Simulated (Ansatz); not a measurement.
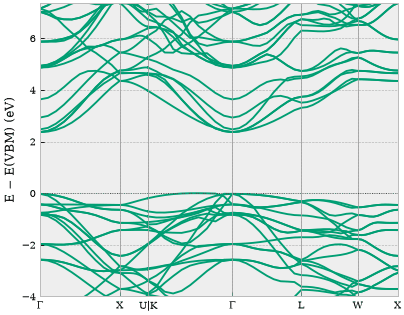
Band structure from plane-wave PAW PBEsol (Ansatz code)

Problem. Read off the gap and where the band edges lie.

Solution. About 2.4 eV (2.37 eV by a search for the band edges); maximum on the K–Γ line, 56 % of the way from K, minimum at Γ.

Problem. Pick the material that matches.
(A) Al2ZnS4, spinel
(B) PbS, zinc blende
(C) AlN, zinc blende
(D) MgS, rock salt

Solution. A, Al2ZnS4, spinel

Space group Fd-3m (spinel). The first step of the workflow began from a Materials Project structure, measured or hypothetical; the Crystallography Open Database files this formula in space group No. 227, but the cells were not matched. Whether it is the stable phase at ambient conditions was not checked. The PBEsol relaxation kept the symmetry of its start; its stability against distortions is not shown here.

Potentials: the later of the program's two PAW sets.
